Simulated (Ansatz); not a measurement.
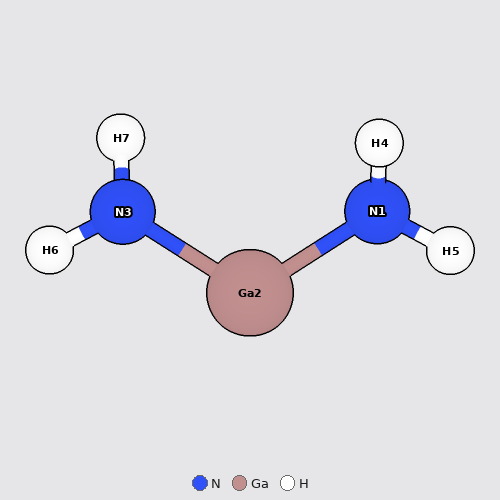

The system is GaH₄N₂, SMILES [NH2][Ga][NH2], spin multiplicity 2; the picture shows the reference structure. The first coordinate is: dihedral N1–Ga2–N3–H6; the second: dihedral H4–N1–Ga2–N3. Nothing is relaxed (all other coordinates rigid). The grid has 18 × 18 points. Energies are in kcal/mol, from the lowest grid point. Level of theory: Ansatz, UKS PBE0-D4/def2-SVP.

Its coordinates:

```xyz
7

N    -1.2982   -0.4673   -0.7174
Ga    0.2479    0.5387   -0.7610
N     1.2834    0.4352    0.7627
H    -1.7922   -0.5468    0.1687
H    -1.9701   -0.3752   -1.4721
H     2.1990    0.8725    0.7696
H     1.3301   -0.4572    1.2494
```

Range: dihedral N1–Ga2–N3–H6 from −180 to 160°; dihedral H4–N1–Ga2–N3 from −180 to 160°.

What will the energy surface look like?

The lowest grid point is at dihedral N1–Ga2–N3–H6 = −180°, dihedral H4–N1–Ga2–N3 = 40°; the map holds 2 wells of about this depth. Higher local minima lie near dihedral N1–Ga2–N3–H6 = 160°, dihedral H4–N1–Ga2–N3 = −180° (0.9 kcal/mol above the lowest at that grid point); dihedral N1–Ga2–N3–H6 = −40°, dihedral H4–N1–Ga2–N3 = 20° (0.9 kcal/mol above the lowest at that grid point). The highest grid point, dihedral N1–Ga2–N3–H6 = 60°, dihedral H4–N1–Ga2–N3 = −60°, lies 18.7 kcal/mol above the lowest. On the interpolated surface the easiest way out of the lowest well to the well at about dihedral N1–Ga2–N3–H6 = −30°, dihedral H4–N1–Ga2–N3 = 30° passes a barrier of about 3.4 kcal/mol. Round the minimum the two coordinates are weakly coupled (coupling −0.08 in units of the two stiffnesses).

```
dihedral H4–N1–Ga2–N3 ↓, dihedral N1–Ga2–N3–H6 →  −180  −140  −100  −60  −20    20    60   100  140
                                             160   2.3   5.8   6.0  2.1  1.3   5.8   9.7   6.9  2.2
                                             120   4.1   9.7  11.4  5.8  3.3   8.4  14.5  11.2  4.4
                                              80   2.3   6.8   9.2  5.1  2.4   6.1  11.9  10.0  3.8
                                              40   0.0   2.4   3.8  1.9  0.9   3.6   7.2   5.8  1.5
                                               0   1.9   4.4   4.6  2.2  2.4   6.2   9.0   6.4  2.3
                                             −40   6.3  10.8  11.5  7.0  6.1  11.5  16.3  12.5  6.4
                                             −80   7.2  12.0  14.1  9.2  6.9  11.8  18.3  15.6  8.6
                                            −120   3.3   5.9   7.8  5.1  3.3   6.5  11.5  10.6  5.5
                                            −160   0.9   2.6   3.1  0.9  0.5   3.6   7.0   5.7  2.0
```

The table holds every second grid line.

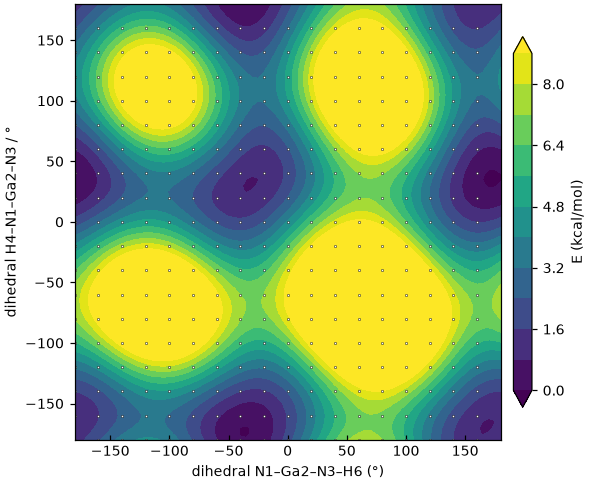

The picture shows filled contours, dots at the grid points, one colour for all values above the top of the scale. Between grid points the surface is interpolated.

Each point was launched as `ansatz run input.yaml --threads 1 --pin off --max-ram 2560MiB --backend cpu --events-out ev --progress --plain --runs-dir out`. Time for the 324 points that were run: 26 min on 1 thread of Arm Neoverse V1, on a shared host.
